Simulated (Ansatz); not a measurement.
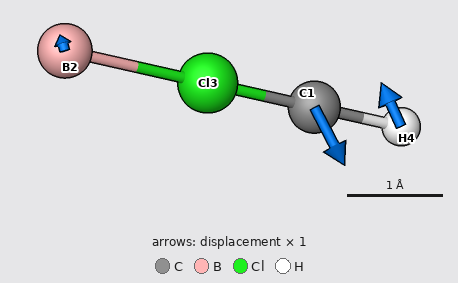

A relaxation of CHBCl (charge −1). The starting structure is drawn; blue arrows show the displacements, at their true length. The two geometries are superimposed by the best rigid fit.

The picture is a ball-and-stick view, seen at a tilt.

It is one of the separated reactants of a reaction.

Theory: RKS PBE-D4/def2-SVPD in Ansatz.

Input
```yaml
crystal:
  periodic: [false, false, false]
  atoms:
    - {symbol: C, position_ang: [-0.473031, 0.544085, -0.410557]}
    - {symbol: B, position_ang: [1.280080, -1.472134, 1.109825]}
    - {symbol: Cl, position_ang: [0.276298, -0.317788, 0.239683]}
    - {symbol: H, position_ang: [-1.083357, 1.245846, -0.938951]}
basis:
  gaussian: {orbitals: def2-SVPD}
total_charge: -1
hamiltonian: {xc: pbe, dispersion: d4}
relax: {f_tol: 0.03, max_steps: 250}
```

Run as
```bash
ansatz run in.yaml --threads 2 --pin off --events-out ev --progress --plain --max-ram 4352MiB
```

Which element moves most?

Answer. Carbon: up to 0.70 Å, against 0.52 Å for hydrogen.

Describe the change and its energy.

Answer. The atom that moves furthest after the best rigid fit is C1 (0.70 Å). Largest moves by element: C 0.70 Å, H 0.52 Å, B 0.19 Å, Cl 0.08 Å. Some distances before and after: C1–Cl3 1.314 → 1.845 Å, C1–H4 1.070 → 1.135 Å, B2–Cl3 1.760 → 1.775 Å. Bond angles that change, for instance: Cl3–C1–H4 179.9° → 95.1°, C1–Cl3–B2 180.0° → 169.7°. The energy falls by 97.6 kcal/mol in 14 accepted moves (15 points after the start). The largest force component goes from 16 to 0.027 eV/Å. The line search rejected the trial step at point 11 of the run. The forces were under the threshold at step 5, but the run went on from there.
